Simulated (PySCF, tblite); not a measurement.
# C7H15B: geometry, infrared bands, NMR shifts, electronic excitations and core binding energies, part 2 of 2

tblite 0.8.0 and PySCF 2.14.0. Atoms count from 0.

## Step 6: TDDFT and polarisability: wB97X-D/def2-SVPD

The job: settings as JSON, then the geometry in Å.

```
{"job": {"kind": "uv", "xc": "wB97X-D", "basis": "def2-SVPD", "ip": true}, "charge": 0, "multiplicity": 1}
B     -1.713520     1.240839    -0.876504
C     -1.263590     0.259826     0.254058
C     -2.415498    -0.766060     0.094635
C     -1.310785     0.845633     1.664820
C      0.068324    -0.443289    -0.031676
C      1.281074     0.487094    -0.060323
C      2.538054    -0.212630    -0.467761
C      3.636800    -0.328556     0.279167
H     -2.513221     2.120889    -0.645124
H     -1.359406     1.058671    -2.022181
H     -2.272753    -1.582213     0.824107
H     -3.403853    -0.320466     0.293018
H     -2.435669    -1.225184    -0.907252
H     -2.290292     1.303027     1.872587
H     -1.135650     0.063061     2.424413
H     -0.549880     1.626722     1.813155
H      0.242060    -1.234820     0.721182
H     -0.004700    -0.958995    -1.005766
H      1.429013     0.960122     0.923977
H      1.077303     1.306790    -0.776419
H      2.524978    -0.675937    -1.463657
H      4.519969    -0.863460    -0.079851
H      3.694659     0.112532     1.280385
```

Method: TDDFT wB97X-D/def2-SVPD, vertical, gas phase, core orbitals frozen in the response.

Log:

```text
coarse grid: 17992 points
cycle   1  E = -300.1980251226  dE =  7.635e-01  |g| = 2.912e-01  |ddm| = 1.027e+01
cycle   2  E = -300.2187521117  dE = -2.073e-02  |g| = 1.715e-01  |ddm| = 1.522e+00
cycle   3  E = -300.2262941843  dE = -7.542e-03  |g| = 3.890e-02  |ddm| = 4.904e-01
cycle   4  E = -300.2267355683  dE = -4.414e-04  |g| = 1.272e-02  |ddm| = 1.951e-01
cycle   5  E = -300.2267784938  dE = -4.293e-05  |g| = 2.573e-03  |ddm| = 4.856e-02
cycle   6  E = -300.2267807086  dE = -2.215e-06  |g| = 9.689e-04  |ddm| = 1.554e-02
final grid: 170248 points
cycle   7  E = -300.2781717229  dE = -1.339e-04  |g| = 3.851e-03  |ddm| = 3.534e-01
cycle   8  E = -300.2781750530  dE = -3.330e-06  |g| = 2.757e-03  |ddm| = 4.246e-02
cycle   9  E = -300.2781769337  dE = -1.881e-06  |g| = 6.046e-04  |ddm| = 1.075e-02
cycle  10  E = -300.2781770636  dE = -1.299e-07  |g| = 2.604e-04  |ddm| = 4.336e-03
cycle  11  E = -300.2781770837  dE = -2.007e-08  |g| = 5.770e-05  |ddm| = 6.734e-04
cycle  12  E = -300.2781770867  dE = -3.016e-09  |g| = 2.577e-05  |ddm| = 3.689e-04
cycle  13  E = -300.2781770872  dE = -5.016e-10  |g| = 9.671e-06  |ddm| = 1.396e-04
converged SCF energy = -300.2781770872

Static polarisability (au): isotropic 101.627, principal 89.008 93.878 121.996

Singlet excitations
state   eV       nm        f      main configurations
  1   5.5328    224.1   0.01022   H-1->L 0.93
  2   6.0874    203.7   0.00567   H-2->L 0.63, H-4->L 0.23
  3   6.7593    183.4   0.11192   H->L 0.80
  4   7.3300    169.1   0.00883   H-3->L 0.65, H-4->L 0.09, H-2->L 0.09
  5   7.3635    168.4   0.08810   H-4->L 0.29, H-3->L 0.20, H-2->L 0.20
  6   7.5037    165.2   0.18231   H->L+2 0.56, H->L+4 0.25, H->L+3 0.12
  7   7.6216    162.7   0.19774   H->L+1 0.27, H->L+4 0.26, H->L+2 0.18
  8   8.0179    154.6   0.00013   H->L+5 0.25, H->L+3 0.22, H-5->L+2 0.08
  9   8.1012    153.0   0.00041   H-4->L+2 0.15, H-5->L+2 0.14, H->L+5 0.12
 10   8.2711    149.9   0.00066   H-6->L 0.73

Triplet excitations (Tamm-Dancoff, eV): 4.4891 5.0373 5.5448 6.7410
Vertical ionisation energy (delta-SCF) = 9.5063 eV
```

It took 16 min on 1 thread of Intel Xeon at 2.50GHz, shared host; peak memory 1.3 GiB.

The orbitals next to the gap, with their largest atomic shares:

```tsv
orbital	eV	atoms
HOMO−3	-11.08	C5 16 %, C4 15 %, C1 12 %
HOMO−2	-10.79	C1 17 %, B0 16 %, C4 13 %
HOMO−1	-10.06	C1 29 %, B0 24 %, C2 8 %
HOMO	-9.25	C7 38 %, C6 34 %, C5 8 %
LUMO	0.66	B0 47 %, H9 10 %, H8 10 %
LUMO+1	2.07	B0 37 %, C7 8 %, C6 7 %
LUMO+2	2.23	C6 29 %, C7 27 %, B0 10 %
```

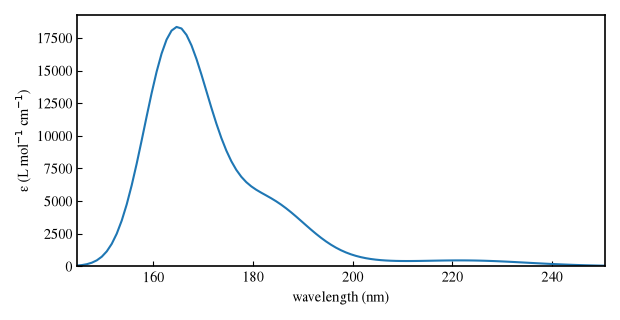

Absorption spectrum: each of the 10 states is a Gaussian band of 0.4 eV half-width at 1/e. Beyond the last state computed it falls off for lack of states.

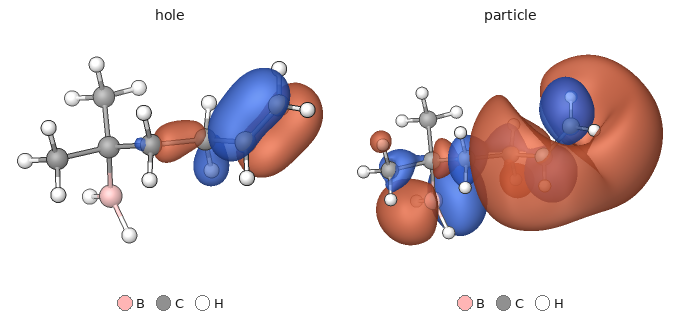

Leading natural transition orbitals of singlet state 7: the electron leaves the hole (left) for the particle orbital (right).

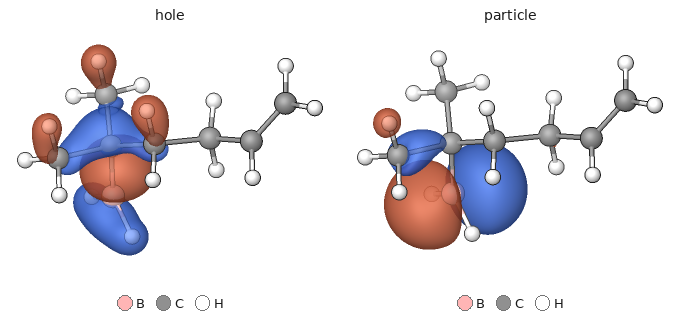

Leading natural transition orbitals of singlet state 1: the electron leaves the hole (left) for the particle orbital (right).

Further results of this job:

```tsv
property	computed
dipole moment (D)	0.67
polarisability (Å³)	15.06
HOMO–LUMO gap (eV)	9.91
−ε(HOMO) (eV)	9.25
```

## Step 7: Nuclear shieldings: wB97X-D/pcSseg-1

Settings changed since step 6:

```diff
@@ -1,2 +1,2 @@
-{"job": {"kind": "uv", "xc": "wB97X-D", "basis": "def2-SVPD", "ip": true}, "charge": 0, "multiplicity": 1}
+{"job": {"kind": "nmr", "xc": "wB97X-D", "basis": "pcSseg-1", "pop": false}, "charge": 0, "multiplicity": 1}
 B     -1.713520     1.240839    -0.876504
```

Level: GIAO wB97X-D/pcSseg-1 NMR shielding, non-relativistic, gas phase.

Log:

```text
coarse grid: 17992 points
cycle   1  E = -300.3590099273  dE =  8.371e-01  |g| = 2.952e-01  |ddm| = 3.942e+00
cycle   2  E = -300.3797671085  dE = -2.076e-02  |g| = 1.765e-01  |ddm| = 4.406e-01
cycle   3  E = -300.3875797479  dE = -7.813e-03  |g| = 3.855e-02  |ddm| = 1.702e-01
cycle   4  E = -300.3879965745  dE = -4.168e-04  |g| = 1.284e-02  |ddm| = 5.488e-02
cycle   5  E = -300.3880380965  dE = -4.152e-05  |g| = 2.478e-03  |ddm| = 1.345e-02
cycle   6  E = -300.3880400228  dE = -1.926e-06  |g| = 9.527e-04  |ddm| = 4.125e-03
final grid: 170248 points
cycle   7  E = -300.4405174768  dE = -2.667e-04  |g| = 4.522e-03  |ddm| = 5.346e-02
cycle   8  E = -300.4405222987  dE = -4.822e-06  |g| = 3.170e-03  |ddm| = 1.131e-02
cycle   9  E = -300.4405246895  dE = -2.391e-06  |g| = 7.522e-04  |ddm| = 3.104e-03
cycle  10  E = -300.4405248857  dE = -1.962e-07  |g| = 2.948e-04  |ddm| = 1.442e-03
cycle  11  E = -300.4405249111  dE = -2.547e-08  |g| = 7.689e-05  |ddm| = 3.013e-04
cycle  12  E = -300.4405249153  dE = -4.206e-09  |g| = 2.855e-05  |ddm| = 1.663e-04
cycle  13  E = -300.4405249160  dE = -6.472e-10  |g| = 1.223e-05  |ddm| = 5.343e-05
converged SCF energy = -300.4405249160

GIAO shielding tensors (ppm)
atom      isotropic    diamagn.    paramagn.     s11        s22        s33       span
  0 B       20.965     196.304    -175.340    -45.693     -5.569    114.157    159.850
  1 C      149.109     246.307     -97.198    128.785    145.788    172.753     43.968
  2 C      168.778     247.742     -78.963    142.867    170.216    193.253     50.386
  3 C      158.963     247.196     -88.233    136.070    158.927    181.894     45.824
  4 C      138.289     250.940    -112.651    121.251    127.266    166.349     45.098
  5 C      146.718     248.540    -101.822    128.511    146.014    165.630     37.119
  6 C       34.980     255.475    -220.495    -92.287     44.728    152.499    244.786
  7 C       61.651     253.194    -191.543    -53.206     85.241    152.919    206.125
  8 H       24.574      31.508      -6.933     18.421     27.227     28.076      9.655
  9 H       24.374      31.219      -6.845     17.532     27.369     28.219     10.687
 10 H       30.389      30.475      -0.085     27.364     28.221     35.584      8.220
 11 H       31.012      29.790       1.221     26.147     28.330     38.560     12.413
 12 H       30.987      30.810       0.177     26.084     28.736     38.140     12.056
 13 H       30.112      30.939      -0.827     25.979     27.631     36.726     10.748
 14 H       30.646      31.444      -0.798     27.299     28.537     36.100      8.801
 15 H       29.752      31.766      -2.014     24.751     29.158     35.348     10.597
 16 H       30.416      34.977      -4.561     26.955     30.932     33.361      6.406
 17 H       29.747      35.332      -5.586     25.088     30.418     33.735      8.647
 18 H       29.302      34.279      -4.978     24.443     30.768     32.694      8.251
 19 H       29.710      32.663      -2.953     25.642     29.727     33.762      8.120
 20 H       25.326      30.763      -5.437     22.735     24.521     28.722      5.987
 21 H       26.172      27.101      -0.929     23.300     24.995     30.220      6.920
 22 H       26.040      30.862      -4.822     22.658     25.169     30.294      7.636
```

Wall time 2.3 min (1 thread of Intel Xeon at 2.50GHz, shared host); peak memory 1.2 GiB.

Key values: δ C6 149.6, C7 122.9, C4 46.2, C5 37.8, H8 6.91, H20 6.05 ppm (means over like atoms).

## Step 8: Core-electron binding energies: SCAN, X2C

Settings changed since step 7:

```diff
@@ -1,2 +1,2 @@
-{"job": {"kind": "nmr", "xc": "wB97X-D", "basis": "pcSseg-1", "pop": false}, "charge": 0, "multiplicity": 1}
+{"job": {"kind": "xps"}, "charge": 0, "multiplicity": 1}
 B     -1.713520     1.240839    -0.876504
```

With the program's defaults for keys left out, this is: delta-SCF UKS SCAN, pcX-2 on the ionised atom, pcseg-1 elsewhere, spin-free X2C.

Log:

```text
ground state, core basis on atom 0 (B), 218 functions
  cycle   1  E = -300.36009418  |g| = 5.89e-01
  cycle   2  E = -300.28776828  |g| = 7.73e-01
  cycle   3  E = -300.46138921  |g| = 9.02e-02
  cycle   4  E = -300.46316046  |g| = 4.28e-02
  cycle   5  E = -300.46357495  |g| = 1.77e-02
  cycle   6  E = -300.46365157  |g| = 6.18e-03
  cycle   7  E = -300.46366405  |g| = 1.33e-03
  cycle   8  E = -300.46366474  |g| = 3.94e-04
  E(ground) = -300.48361079 Eh
hole in B 1s of atom 0
  cycle   1  E = -292.85468491  |g| = 1.15e+00
  cycle   2  E = -290.69353481  |g| = 2.01e+00
  cycle   3  E = -293.04588715  |g| = 5.87e-01
  cycle   4  E = -293.17747849  |g| = 3.89e-01
  cycle   5  E = -293.24606823  |g| = 1.92e-01
  cycle   6  E = -293.17932531  |g| = 3.30e-01
  cycle   7  E = -293.24334275  |g| = 2.17e-01
  cycle   8  E = -293.25616427  |g| = 1.85e-01
  cycle   9  E = -293.25710159  |g| = 1.82e-01
  cycle  10  E = -293.28325541  |g| = 7.44e-02
  cycle  11  E = -293.27896757  |g| = 9.98e-02
  cycle  12  E = -293.28692175  |g| = 3.68e-02
  cycle  13  E = -293.28699698  |g| = 3.52e-02
  cycle  14  E = -293.28774842  |g| = 1.98e-02
  cycle  15  E = -293.28807722  |g| = 5.21e-03
  cycle  16  E = -293.28810053  |g| = 1.50e-03
  cycle  17  E = -293.28810196  |g| = 7.56e-04
  cycle  18  E = -293.28810215  |g| = 4.93e-04
  E(ion) = -293.30743613 Eh   <S^2> = 1.2131   hole on atom = 1.000   binding energy = 195.274 eV
ground state, core basis on atom 1 (C), 218 functions
  cycle   1  E = -300.47279687  |g| = 5.70e-02
  cycle   2  E = -300.47278713  |g| = 1.38e-02
  cycle   3  E = -300.47276882  |g| = 1.59e-02
  cycle   4  E = -300.47283362  |g| = 2.30e-03
  cycle   5  E = -300.47283358  |g| = 6.44e-04
  cycle   6  E = -300.47283319  |g| = 6.92e-05
  E(ground) = -300.49135641 Eh
hole in C 1s of atom 1
  cycle   1  E = -289.23092346  |g| = 1.53e+00
  cycle   2  E = -287.66627120  |g| = 2.29e+00
  cycle   3  E = -289.69754774  |g| = 4.60e-01
  cycle   4  E = -289.78469258  |g| = 2.25e-01
  cycle   5  E = -289.81239175  |g| = 7.47e-02
  cycle   6  E = -289.81428147  |g| = 3.76e-02
  cycle   7  E = -289.81503380  |g| = 9.24e-03
  cycle   8  E = -289.81507963  |g| = 3.81e-03
  cycle   9  E = -289.81508820  |g| = 1.50e-03
  cycle  10  E = -289.81509080  |g| = 5.95e-04
  cycle  11  E = -289.81509049  |g| = 2.46e-04
  E(ion) = -289.83171222 Eh   <S^2> = 0.7692   hole on atom = 1.000   binding energy = 290.064 eV
ground state, core basis on atom 2 (C), 218 functions
  cycle   1  E = -300.47206547  |g| = 5.77e-02
  cycle   2  E = -300.47202229  |g| = 2.12e-02
  cycle   3  E = -300.47202242  |g| = 2.08e-02
  cycle   4  E = -300.47212743  |g| = 1.62e-03
  cycle   5  E = -300.47212921  |g| = 2.16e-04
  E(ground) = -300.49029632 Eh
hole in C 1s of atom 2
  cycle   1  E = -289.22183466  |g| = 1.51e+00
  cycle   2  E = -286.45444036  |g| = 2.37e+00
  cycle   3  E = -289.54869379  |g| = 6.27e-01
  cycle   4  E = -289.76418603  |g| = 2.30e-01
  cycle   5  E = -289.78738154  |g| = 1.00e-01
  cycle   6  E = -289.79110492  |g| = 4.81e-02
  cycle   7  E = -289.79220043  |g| = 1.74e-02
  cycle   8  E = -289.79235091  |g| = 7.16e-03
  cycle   9  E = -289.79238056  |g| = 1.88e-03
  cycle  10  E = -289.79238345  |g| = 8.62e-04
  cycle  11  E = -289.79238402  |g| = 3.40e-04
  E(ion) = -289.80959087 Eh   <S^2> = 0.7693   hole on atom = 1.000   binding energy = 290.637 eV
ground state, core basis on atom 4 (C), 218 functions
  cycle   1  E = -300.47238565  |g| = 5.78e-02
  cycle   2  E = -300.47233489  |g| = 2.25e-02
  cycle   3  E = -300.47233974  |g| = 2.20e-02
  cycle   4  E = -300.47246436  |g| = 1.93e-03
  cycle   5  E = -300.47246506  |g| = 5.16e-04
  cycle   6  E = -300.47246514  |g| = 1.74e-04
  E(ground) = -300.49067972 Eh
hole in C 1s of atom 4
  cycle   1  E = -289.22945911  |g| = 1.52e+00
  cycle   2  E = -288.25883510  |g| = 2.01e+00
  cycle   3  E = -289.73328177  |g| = 3.97e-01
  cycle   4  E = -289.76793672  |g| = 2.61e-01
  cycle   5  E = -289.80287990  |g| = 9.39e-02
  cycle   6  E = -289.80726218  |g| = 2.72e-02
  cycle   7  E = -289.80761244  |g| = 6.68e-03
  cycle   8  E = -289.80764045  |g| = 3.45e-03
  cycle   9  E = -289.80765118  |g| = 1.72e-03
  cycle  10  E = -289.80765634  |g| = 1.17e-03
  cycle  11  E = -289.80766104  |g| = 9.97e-04
  cycle  12  E = -289.80766612  |g| = 8.80e-04
  cycle  13  E = -289.80767284  |g| = 7.68e-04
  cycle  14  E = -289.80768400  |g| = 5.39e-04
  cycle  15  E = -289.80768487  |g| = 4.19e-04
  E(ion) = -289.82459498 Eh   <S^2> = 0.7745   hole on atom = 1.000   binding energy = 290.239 eV
ground state, core basis on atom 5 (C), 218 functions
  cycle   1  E = -300.47266424  |g| = 5.88e-02
  cycle   2  E = -300.47259876  |g| = 2.55e-02
  cycle   3  E = -300.47263260  |g| = 2.23e-02
  cycle   4  E = -300.47275317  |g| = 4.81e-03
  cycle   5  E = -300.47275962  |g| = 5.60e-04
  cycle   6  E = -300.47275882  |g| = 1.46e-04
  E(ground) = -300.49101427 Eh
hole in C 1s of atom 5
  cycle   1  E = -289.22580941  |g| = 1.51e+00
  cycle   2  E = -288.34549460  |g| = 1.95e+00
  cycle   3  E = -289.69877411  |g| = 4.48e-01
  cycle   4  E = -289.72644119  |g| = 3.52e-01
  cycle   5  E = -289.79544944  |g| = 6.72e-02
  cycle   6  E = -289.79728887  |g| = 2.53e-02
  cycle   7  E = -289.79761197  |g| = 7.69e-03
  cycle   8  E = -289.79765014  |g| = 3.77e-03
  cycle   9  E = -289.79766221  |g| = 1.86e-03
  cycle  10  E = -289.79767074  |g| = 1.38e-03
  cycle  11  E = -289.79767865  |g| = 1.26e-03
  cycle  12  E = -289.79768550  |g| = 1.12e-03
  cycle  13  E = -289.79769766  |g| = 9.17e-04
  cycle  14  E = -289.79771181  |g| = 7.16e-04
  cycle  15  E = -289.79771119  |g| = 3.52e-04
  E(ion) = -289.81471253 Eh   <S^2> = 0.7743   hole on atom = 1.000   binding energy = 290.517 eV
ground state, core basis on atom 6 (C), 218 functions
  cycle   1  E = -300.47418063  |g| = 5.88e-02
  cycle   2  E = -300.47402152  |g| = 3.23e-02
  cycle   3  E = -300.47395259  |g| = 3.54e-02
  cycle   4  E = -300.47426596  |g| = 8.05e-03
  cycle   5  E = -300.47428520  |g| = 4.67e-04
  E(ground) = -300.49266383 Eh
hole in C 1s of atom 6
  cycle   1  E = -289.22586067  |g| = 1.51e+00
  cycle   2  E = -286.94762276  |g| = 2.26e+00
  cycle   3  E = -289.42469650  |g| = 7.78e-01
  cycle   4  E = -289.72779287  |g| = 3.94e-01
  cycle   5  E = -289.78806467  |g| = 1.71e-01
  cycle   6  E = -289.80118895  |g| = 6.24e-02
  cycle   7  E = -289.80339782  |g| = 1.37e-02
  cycle   8  E = -289.80359061  |g| = 7.57e-03
  cycle   9  E = -289.80369160  |g| = 5.14e-03
  cycle  10  E = -289.80376773  |g| = 3.94e-03
  cycle  11  E = -289.80380956  |g| = 2.83e-03
  cycle  12  E = -289.80383203  |g| = 1.29e-03
  cycle  13  E = -289.80383675  |g| = 5.82e-04
  cycle  14  E = -289.80383817  |g| = 3.03e-04
  E(ion) = -289.82080400 Eh   <S^2> = 0.8335   hole on atom = 1.000   binding energy = 290.396 eV
ground state, core basis on atom 7 (C), 218 functions
  cycle   1  E = -300.47361793  |g| = 6.17e-02
  cycle   2  E = -300.47282243  |g| = 6.19e-02
  cycle   3  E = -300.47344877  |g| = 3.80e-02
  cycle   4  E = -300.47384060  |g| = 4.89e-03
  cycle   5  E = -300.47384607  |g| = 5.52e-04
  cycle   6  E = -300.47384537  |g| = 2.38e-04
  E(ground) = -300.49211010 Eh
hole in C 1s of atom 7
  cycle   1  E = -289.23793487  |g| = 1.50e+00
  cycle   2  E = -287.30165760  |g| = 2.09e+00
  cycle   3  E = -289.45325268  |g| = 7.87e-01
  cycle   4  E = -289.75021850  |g| = 3.68e-01
  cycle   5  E = -289.80640312  |g| = 1.54e-01
  cycle   6  E = -289.81652506  |g| = 4.45e-02
  cycle   7  E = -289.81759792  |g| = 1.40e-02
  cycle   8  E = -289.81771197  |g| = 5.83e-03
  cycle   9  E = -289.81773575  |g| = 2.58e-03
  cycle  10  E = -289.81774414  |g| = 1.25e-03
  cycle  11  E = -289.81774634  |g| = 8.31e-04
  cycle  12  E = -289.81774738  |g| = 2.55e-04
  E(ion) = -289.83491658 Eh   <S^2> = 0.7850   hole on atom = 1.000   binding energy = 289.997 eV
```

Run time: 10 min. Hardware: 1 thread of Intel Xeon at 2.50GHz, shared host; peak memory 0.8 GiB.

Binding energies by hole, beside the orbital energy of the ground state; the difference holds orbital relaxation and, for a density functional, its self-interaction error:

```tsv
hole	stands for	environment	ΔSCF (eV)	−ε (eV)	⟨S²⟩
B1s on B0	B0	boron bonded to C, 2 H	195.27 (doubtful)	180.1	1.213
C1s on C1	C1	fully substituted sp3 carbon bonded to B	290.06	273.6	0.769
C1s on C2	C2, C3	methyl carbon	290.64	273.8	0.769
C1s on C4	C4	sp3 CH2	290.24	273.6	0.774
C1s on C5	C5	allylic sp3 CH2	290.52	273.7	0.774
C1s on C6	C6	alkene CH	290.40	273.7	0.833
C1s on C7	C7	terminal =CH2 carbon	290.00	273.4	0.785
```

Each hole run stands for the others of its class of like atoms.

Doubtful: the ion did not converge, its hole moved, or its ⟨S²⟩ is well above 0.75.

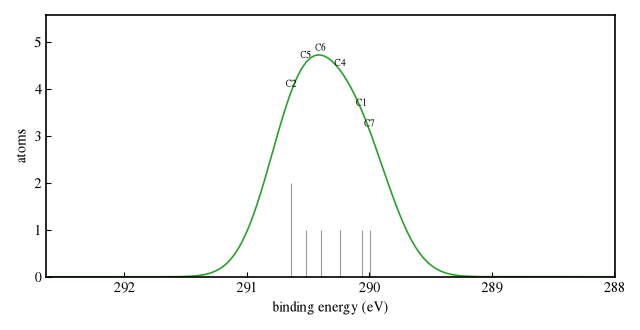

The C1s photoelectron lines, weighted by the number of atoms. Lines are broadened to a width of 0.60 eV (Gaussian).

## Step 9: Comparing the runs: NMR shifts

Shifts (ppm) of some atoms, chosen among heavy atoms and hydrogens apart, means over like atoms, with basis size and wall time:

```tsv
run	C7	C4	C5	C1	H8	H18	B0	functions	time
PBE0/pcSseg-1	121.9	47.0	39.0	37.5	7.15	1.94	85.0	211	2.5 min
wB97X-D/pcSseg-1	122.9	46.2	37.8	35.4	6.91	1.87	80.6	211	2.3 min
```

## Step 10: Results

This closing draws on all 2 parts.

```
                                                               quantity                                                                value
                              strongest single infrared mode (GFN2-xTB)                                                2679 cm⁻¹, 135 km/mol
                                           zero-point energy (GFN2-xTB)                                                       125.8 kcal/mol
                                                            point group                                                                   C1
                                   rotational constants (main isotopes)                                                 4.06, 0.94, 0.91 GHz
13C shifts against TMS (PBE0/pcSseg-1, means over atoms taken as alike)                             149.3, 121.9, 47.0, 39.0, 37.5, 20.3 ppm
 1H shifts against TMS (PBE0/pcSseg-1, means over atoms taken as alike)                         7.15, 6.09, 5.33, 5.21, 1.94, 1.35, 0.91 ppm
                            11B shifts against BF3·OEt2 (PBE0/pcSseg-1)                                                             85.0 ppm
                                  surface potential, least and greatest                                                   -0.70 V and 1.01 V
                                     lowest singlet (wB97X-D/def2-SVPD)                                          5.53 eV (224 nm), f = 0.010
                               brightest single state of those computed                                          state 7, 7.62 eV, f = 0.198
                                                         lowest triplet                                                              4.49 eV
                                      vertical ionisation energy (ΔSCF)                                                              9.51 eV
                                       C1s binding energies, SCAN/pcX-2  C2 290.64, C5 290.52, C6 290.40, C4 290.24, C1 290.06, C7 290.00 eV
                                               range of the shift of B0                                                     80.6 to 85.0 ppm
```

What this shows: Relaxing lowered the energy by 0.229 eV in 117 steps; the close pair that moved most is C2–H11, from 1.125 to 1.088 Å (GFN2-xTB). All 63 modes are real, so the xTB geometry is a minimum. The strongest single mode, at 2679 cm⁻¹, moves mainly H8 and H9. GFN2-xTB is a fitted tight-binding method: band positions and strengths are rough. Its intensities can rank the bands wrongly. The optimisation took 6 steps and gained 0.220 eV; among the close pairs (by a distance rule), B0–H9 changed most, from 1.154 to 1.213 Å (PBE0/def2-SVP). The most deshielded carbon is C6 (alkene CH), at 149.3 ppm: as expected for a trigonal carbon in a double bond. At PBE0/pcSseg-1: The largest span, 241 ppm, is at C6, where the paramagnetic term is -220 ppm. By nearest atom (PBE0/pcSseg-1), the HOMO sits on C6, C7 about 35 % each and the LUMO on B0 47 %; H8, H9 about 13 % each. The first singlet state (HOMO−1→LUMO 0.93) lies at 5.53 eV and is weak; of the 10 states computed, the strongest absorption comes from state 7 at 7.62 eV. The lowest triplet lies 1.04 eV below the lowest singlet (triplets in Tamm-Dancoff, singlets in full TDDFT). ΔSCF puts the ionisation energy at 9.51 eV, 0.25 eV above −ε(HOMO). The C1s levels kept as sound span 0.64 eV, from C7 (terminal =CH2 carbon) up to C2 (methyl carbon). In ppm, B0 moves most: its shift spreads over 4.3 ppm, from 80.6 (wB97X-D/pcSseg-1) to 85.0 (PBE0/pcSseg-1).
